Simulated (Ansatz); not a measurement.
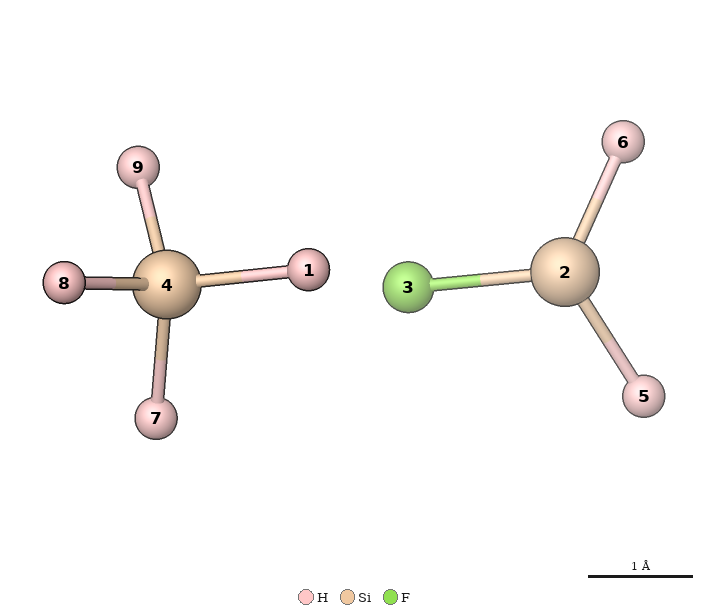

Orthographic view. Distant atoms are faded towards the background colour. The species is neutral and a spin doublet. The computed geometry is a stationary point of PBE0-D4/def2-TZVP, a saddle point of order 1.

Write the connection table.

H1: Si4
Si2: F3, H5, H6
F3: Si2
Si4: H1, H7, H8, H9
H5: Si2
H6: Si2
H7: Si4
H8: Si4
H9: Si4
